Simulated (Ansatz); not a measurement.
Nb₂Tl₂BiO₉ (space group I4/mmm, No. 139). Coordinates: the end point of a relaxation with DFT, PAW plane waves, r2scan in Ansatz; the starting structure was generated, so it need not be a known form of this composition.

```
Tl O Bi Nb
1.0
     3.92466    0.00000    0.00000
     0.00000    3.92466    0.00000
     0.00000    0.00000   26.05644
Tl O Bi Nb
4 18 2 4
Cartesian
  1.9623 1.9623 18.4578
  0.0000 0.0000 20.6269
  0.0000 0.0000 5.4296
  1.9623 1.9623 7.5986
  1.9623 0.0000 19.5423
  1.9623 1.9623 0.0000
  1.9623 0.0000 14.8486
  1.9623 0.0000 24.2361
  1.9623 1.9623 22.0550
  0.0000 0.0000 17.0297
  0.0000 1.9623 24.2361
  0.0000 1.9623 14.8486
  0.0000 1.9623 19.5423
  0.0000 1.9623 6.5141
  0.0000 0.0000 13.0282
  0.0000 1.9623 1.8203
  0.0000 1.9623 11.2079
  0.0000 0.0000 9.0267
  1.9623 1.9623 4.0015
  1.9623 0.0000 11.2079
  1.9623 0.0000 1.8203
  1.9623 0.0000 6.5141
  0.0000 0.0000 0.0000
  1.9623 1.9623 13.0282
  1.9623 1.9623 23.8359
  0.0000 0.0000 15.2487
  0.0000 0.0000 10.8077
  1.9623 1.9623 2.2205
```

Describe how the polyhedra about Nb are linked (bonds: Nb–O below 2.5 Å).

Nb: NbO6 octahedron, sharing corners with five neighbours.

They form layers of corner-sharing octahedra parallel to (001). Their corner atoms also have Bi as close neighbours (those links are not drawn).

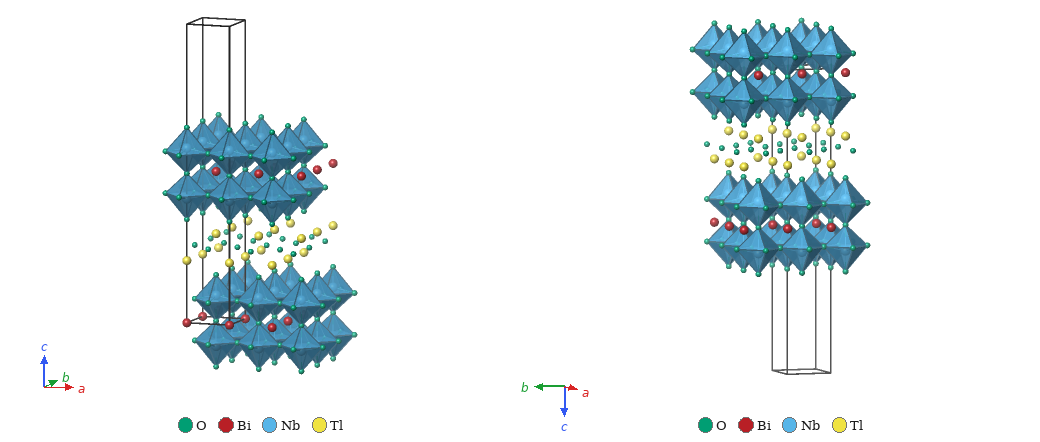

Polyhedra are drawn about Nb (bonds: Nb–O below 2.5 Å); other atoms are plain spheres. Two views of the same piece.
